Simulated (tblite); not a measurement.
C4H10PSi: geometry relaxation (part 1 of 2)

- system: C4H10PSi, multiplicity 2
- method: GFN2-xTB geometry optimisation, gas phase (tblite 0.8.0)

It belongs to a series of runs on one base structure; here: H removed from sp3 C.

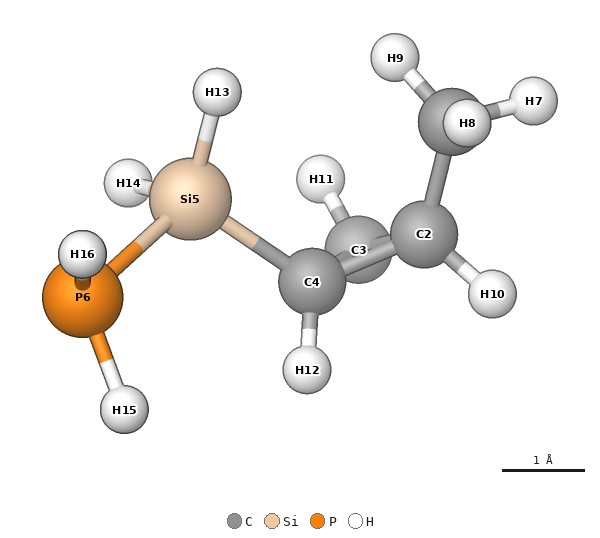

The input geometry (ball-and-stick view, seen at a tilt; atoms are numbered from 1 in the order of the input).

Input:
```
{"job": {"kind": "relax", "xc": "GFN2-xTB", "basis": "xTB"}, "charge": 0, "multiplicity": 2}
C     -1.954700    -0.494800     0.672000
C     -1.387900     0.675800    -0.072600
C     -1.000500     0.543700    -1.507800
C      0.049500     0.779800    -0.445800
Si     1.228600    -0.646900    -0.313100
P      3.178500     0.105400     0.374100
H     -3.074500    -0.426300     0.550400
H     -1.774300    -0.378400     1.765300
H     -1.664600    -1.478100     0.271400
H     -1.880000     1.641900     0.192900
H     -0.999500    -0.442900    -2.004600
H      0.504100     1.782400    -0.386600
H      0.720500    -1.751700     0.503900
H      1.456700    -1.128300    -1.708300
H      3.135500     1.568000     0.344700
H      3.454900    -0.340700     1.752700
```

The first line tells a small driver script what to run in tblite; the rest is the geometry in Å.

Launch command:
```bash
OMP_NUM_THREADS=1 python <driver script> task.json out
```

What the program printed:
```
step      E/eV     max force
  0    -483.05116    1.785
  1    -483.29886    1.422
  2    -483.50273    1.055
  3    -483.60985    1.111
  4    -483.75549    0.727
  5    -483.79977    0.439
  6    -483.81753    0.268
  7    -483.82479    0.233
  8    -483.83220    0.252
  9    -483.84107    0.218
 10    -483.84782    0.176
 11    -483.85413    0.170
 12    -483.86130    0.243
 13    -483.86969    0.281
 14    -483.87625    0.246
 15    -483.87975    0.136
 16    -483.88160    0.080
 17    -483.88334    0.105
 18    -483.88568    0.126
 19    -483.88801    0.153
 20    -483.88977    0.106
 21    -483.89104    0.105
 22    -483.89222    0.107
 23    -483.89348    0.090
 24    -483.89466    0.101
 25    -483.89568    0.079
 26    -483.89661    0.088
 27    -483.89757    0.094
 28    -483.89858    0.088
 29    -483.89953    0.088
 30    -483.90029    0.076
 31    -483.90094    0.060
 32    -483.90159    0.064
 33    -483.90226    0.061
 34    -483.90292    0.055
 35    -483.90351    0.062
 36    -483.90400    0.053
 37    -483.90440    0.047
 38    -483.90475    0.047
 39    -483.90504    0.036
 40    -483.90523    0.031
 41    -483.90535    0.026
 42    -483.90543    0.021
 43    -483.90552    0.023
 44    -483.90561    0.023
 45    -483.90567    0.017
 46    -483.90572    0.017
 47    -483.90577    0.019
 48    -483.90584    0.033
 49    -483.90593    0.038
 50    -483.90601    0.028
 51    -483.90608    0.020
 52    -483.90614    0.021
 53    -483.90622    0.037
 54    -483.90631    0.042
 55    -483.90639    0.030
 56    -483.90645    0.018
 57    -483.90650    0.019
 58    -483.90656    0.030
 59    -483.90663    0.033
 60    -483.90669    0.022
 61    -483.90675    0.020
 62    -483.90682    0.024
 63    -483.90691    0.038
 64    -483.90701    0.038
 65    -483.90710    0.022
 66    -483.90717    0.016
 67    -483.90722    0.021
 68    -483.90729    0.033
 69    -483.90739    0.035
 70    -483.90750    0.024
 71    -483.90759    0.023
 72    -483.90765    0.019
 73    -483.90770    0.020
 74    -483.90775    0.018
 75    -483.90780    0.021
 76    -483.90787    0.023
 77    -483.90797    0.032
 78    -483.90811    0.036
 79    -483.90825    0.028
 80    -483.90836    0.027
 81    -483.90847    0.032
 82    -483.90862    0.034
 83    -483.90883    0.049
 84    -483.90910    0.062
 85    -483.90945    0.049
 86    -483.90992    0.044
 87    -483.91021    0.048
 88    -483.91092    0.076
 89    -483.91191    0.124
 90    -483.90133    0.596
 91    -483.91314    0.094
 92    -483.91382    0.074
 93    -483.91057    0.444
 94    -483.91545    0.059
 95    -483.91624    0.060
 96    -483.91060    0.550
 97    -483.91770    0.064
 98    -483.91864    0.071
 99    -483.91410    0.605
100    -483.92142    0.078
101    -483.92291    0.094
102    -483.92115    0.527
103    -483.92678    0.081
104    -483.92821    0.082
105    -483.93004    0.285
106    -483.93215    0.077
107    -483.93354    0.085
108    -483.93793    0.116
109    -483.94010    0.111
110    -483.94152    0.102
111    -483.94282    0.131
112    -483.94488    0.125
113    -483.94787    0.094
114    -483.94944    0.072
115    -483.95030    0.079
116    -483.95090    0.095
117    -483.95182    0.061
118    -483.95249    0.085
119    -483.95301    0.044
120    -483.95334    0.044
121    -483.95365    0.037
122    -483.95405    0.039
123    -483.95463    0.045
124    -483.95522    0.051
125    -483.95570    0.060
126    -483.95603    0.044
127    -483.95627    0.047
128    -483.95655    0.046
129    -483.95697    0.034
130    -483.95743    0.040
131    -483.95774    0.047
132    -483.95797    0.040
133    -483.95812    0.028
134    -483.95825    0.025
135    -483.95839    0.029
136    -483.95855    0.041
137    -483.95872    0.041
138    -483.95890    0.030
139    -483.95907    0.025
140    -483.95918    0.016
141    -483.95924    0.015
142    -483.95928    0.017
143    -483.95933    0.020
144    -483.95936    0.011
145    -483.95938    0.005
```

Trajectory as extended XYZ (Å, eV, eV/Å), 14 of the 146 frames kept, from step=0 to step=145:
```
16
Properties=species:S:1:pos:R:3:forces:R:3 step=0 energy=-483.05116
C    -1.9547   -0.4948    0.6720   -1.6180   0.1280   0.5030
C    -1.3879    0.6758   -0.0726   -0.9910   0.6230  -0.6680
C    -1.0005    0.5437   -1.5078    0.6890  -0.8080   1.4350
C     0.0495    0.7798   -0.4458    0.0390   0.9330  -1.1930
Si    1.2286   -0.6469   -0.3131    0.1540  -0.4700  -0.0490
P     3.1785    0.1054    0.3741    1.6530   0.1650   0.1840
H    -3.0745   -0.4263    0.5504    0.8880  -0.2200   0.1610
H    -1.7743   -0.3784    1.7653    0.1290  -0.4030  -0.7700
H    -1.6646   -1.4781    0.2714    0.1470   0.5780   0.3710
H    -1.8800    1.6419    0.1929    0.3890  -0.7470  -0.1010
H    -0.9995   -0.4429   -2.0046   -0.2940   0.9650   0.0630
H     0.5041    1.7824   -0.3866   -0.2890  -0.4340   0.0060
H     0.7205   -1.7517    0.5039    0.0900  -0.0110   0.0160
H     1.4567   -1.1283   -1.7083    0.0920   0.0060   0.3950
H     3.1355    1.5680    0.3447   -0.3260  -1.3140   0.7490
H     3.4549   -0.3407    1.7527   -0.7520   1.0090  -1.1020
16
Properties=species:S:1:pos:R:3:forces:R:3 step=11 energy=-483.85413
C    -2.0092   -0.4785    0.6863   -0.0950   0.0450   0.0060
C    -1.4307    0.6812   -0.0847    0.0800  -0.0100   0.0080
C    -0.9821    0.5279   -1.4609   -0.1380   0.0570  -0.0820
C     0.0582    0.7651   -0.4659    0.0030   0.0510  -0.0860
Si    1.3251   -0.6307   -0.3028    0.0410  -0.0580  -0.0160
P     3.3789    0.0563    0.2876    0.0090   0.0180  -0.0060
H    -3.0912   -0.4659    0.5970   -0.1500  -0.0100  -0.0440
H    -1.7737   -0.3957    1.7461    0.1210  -0.0850  -0.0160
H    -1.6503   -1.4257    0.2880    0.0490   0.0650   0.1180
H    -1.8640    1.6424    0.1841    0.0070  -0.0750   0.0590
H    -1.0850   -0.3284   -2.0926   -0.0480   0.0110  -0.1060
H     0.4582    1.7688   -0.4043    0.0900   0.0990   0.0380
H     0.8068   -1.7083    0.5384    0.0580  -0.0530   0.1460
H     1.5192   -1.1823   -1.6484    0.0450  -0.0720  -0.0640
H     3.0492    1.3793    0.4836   -0.0130   0.1120  -0.0340
H     3.2830   -0.1965    1.6373   -0.0580  -0.0950   0.0790
16
Properties=species:S:1:pos:R:3:forces:R:3 step=22 energy=-483.89222
C    -2.0027   -0.4824    0.6866   -0.0380  -0.0360   0.0310
C    -1.4215    0.6734   -0.0901    0.0710   0.0170   0.0780
C    -1.0250    0.5728   -1.4854    0.0360  -0.0040  -0.0100
C     0.0572    0.7473   -0.5202    0.0100   0.0230   0.0170
Si    1.3333   -0.6501   -0.3287   -0.0060  -0.0200   0.0090
P     3.3619    0.0781    0.3007    0.0050   0.0370   0.0430
H    -3.0875   -0.4672    0.6036   -0.0440  -0.0240  -0.0240
H    -1.7500   -0.4020    1.7422    0.0460   0.0230   0.0250
H    -1.6410   -1.4368    0.3165    0.0360  -0.0080  -0.0690
H    -1.8311    1.6260    0.2371    0.0250   0.0190   0.0010
H    -1.1677   -0.2247   -2.1822   -0.0460  -0.0120  -0.0450
H     0.4822    1.7426   -0.4189   -0.0010   0.0020  -0.0310
H     0.9081   -1.6796    0.6279   -0.0480  -0.0060  -0.0190
H     1.5562   -1.2729   -1.6405   -0.0380  -0.0350   0.0050
H     3.0262    1.4027    0.5006   -0.0250   0.0130  -0.0060
H     3.1938   -0.2183    1.6393    0.0160   0.0110  -0.0050
16
Properties=species:S:1:pos:R:3:forces:R:3 step=33 energy=-483.90226
C    -1.9774   -0.4884    0.6806   -0.0040  -0.0360   0.0210
C    -1.3938    0.6810   -0.0758   -0.0270  -0.0040  -0.0050
C    -1.0350    0.5904   -1.4845    0.0240  -0.0110   0.0230
C     0.0699    0.7343   -0.5405    0.0340   0.0060  -0.0500
Si    1.3317   -0.6733   -0.3223   -0.0390   0.0070  -0.0150
P     3.3430    0.1108    0.3156   -0.0300  -0.0100  -0.0160
H    -3.0623   -0.4822    0.5960   -0.0280   0.0140  -0.0270
H    -1.7247   -0.4306    1.7374    0.0400   0.0260   0.0310
H    -1.6076   -1.4305    0.2872    0.0170  -0.0220  -0.0470
H    -1.7824    1.6331    0.2745   -0.0150   0.0290   0.0180
H    -1.2317   -0.1692   -2.2112    0.0070   0.0030   0.0310
H     0.5108    1.7251   -0.4630    0.0180   0.0030   0.0140
H     0.8746   -1.6817    0.6420    0.0020   0.0070   0.0210
H     1.5239   -1.3443   -1.6155    0.0350   0.0070   0.0150
H     2.9709    1.4285    0.5143   -0.0350  -0.0350  -0.0010
H     3.1826   -0.1941    1.6540    0.0010   0.0160  -0.0130
16
Properties=species:S:1:pos:R:3:forces:R:3 step=45 energy=-483.90567
C    -1.9622   -0.4912    0.6734   -0.0020   0.0050   0.0040
C    -1.3848    0.6902   -0.0709    0.0000  -0.0050  -0.0030
C    -1.0365    0.6037   -1.4823   -0.0090  -0.0040   0.0000
C     0.0771    0.7346   -0.5489   -0.0050  -0.0010  -0.0010
Si    1.3193   -0.6870   -0.3193    0.0120  -0.0040   0.0050
P     3.3221    0.1192    0.3103   -0.0120   0.0020  -0.0040
H    -3.0483   -0.4834    0.5929    0.0010   0.0030   0.0040
H    -1.6981   -0.4439    1.7288    0.0060  -0.0090   0.0020
H    -1.5924   -1.4258    0.2593   -0.0110   0.0090  -0.0060
H    -1.7679    1.6396    0.2954    0.0100  -0.0070  -0.0100
H    -1.2476   -0.1583   -2.2020    0.0100   0.0010   0.0000
H     0.5294    1.7204   -0.4709    0.0070  -0.0010   0.0100
H     0.8559   -1.6763    0.6631    0.0090   0.0110  -0.0090
H     1.5366   -1.3718   -1.6005   -0.0100  -0.0030   0.0100
H     2.9122    1.4236    0.5104   -0.0020   0.0050   0.0050
H     3.1775   -0.1846    1.6499   -0.0020  -0.0020  -0.0050
16
Properties=species:S:1:pos:R:3:forces:R:3 step=56 energy=-483.90645
C    -1.9616   -0.4905    0.6707   -0.0050  -0.0020   0.0000
C    -1.3829    0.6901   -0.0734    0.0080  -0.0070   0.0060
C    -1.0298    0.6031   -1.4836   -0.0040   0.0150   0.0000
C     0.0806    0.7343   -0.5465    0.0020  -0.0080  -0.0030
Si    1.3182   -0.6902   -0.3192    0.0070   0.0010   0.0070
P     3.3151    0.1349    0.3015   -0.0020   0.0000   0.0040
H    -3.0485   -0.4696    0.6100   -0.0060   0.0070   0.0010
H    -1.6788   -0.4594    1.7221    0.0090   0.0020  -0.0060
H    -1.6108   -1.4248    0.2398   -0.0040   0.0020  -0.0010
H    -1.7608    1.6417    0.2919   -0.0120  -0.0120  -0.0070
H    -1.2332   -0.1640   -2.2006    0.0010   0.0090   0.0030
H     0.5352    1.7185   -0.4587   -0.0080  -0.0060  -0.0130
H     0.8577   -1.6714    0.6718    0.0030   0.0010  -0.0010
H     1.5257   -1.3881   -1.5949   -0.0020   0.0060   0.0100
H     2.8902    1.4320    0.5207   -0.0020  -0.0050   0.0000
H     3.1761   -0.1876    1.6372    0.0150  -0.0030  -0.0010
16
Properties=species:S:1:pos:R:3:forces:R:3 step=67 energy=-483.90722
C    -1.9636   -0.4917    0.6659   -0.0010   0.0010  -0.0020
C    -1.3834    0.6883   -0.0783    0.0070  -0.0020   0.0020
C    -1.0256    0.6036   -1.4874    0.0050   0.0010   0.0020
C     0.0813    0.7329   -0.5458    0.0050  -0.0070  -0.0100
Si    1.3190   -0.6914   -0.3087   -0.0190   0.0060  -0.0060
P     3.3135    0.1507    0.2937    0.0010   0.0020  -0.0070
H    -3.0509   -0.4464    0.6355   -0.0060  -0.0080   0.0060
H    -1.6498   -0.4780    1.7088   -0.0020  -0.0020  -0.0020
H    -1.6441   -1.4278    0.2151    0.0060   0.0040  -0.0030
H    -1.7671    1.6374    0.2872    0.0060   0.0050  -0.0110
H    -1.2264   -0.1585   -2.2104   -0.0040   0.0060   0.0080
H     0.5382    1.7165   -0.4612   -0.0160  -0.0080   0.0020
H     0.8637   -1.6673    0.6887   -0.0090   0.0000   0.0150
H     1.5170   -1.3998   -1.5793    0.0100   0.0000  -0.0030
H     2.8647    1.4349    0.5381    0.0110   0.0040   0.0120
H     3.2058   -0.1947    1.6266    0.0070  -0.0020  -0.0030
```
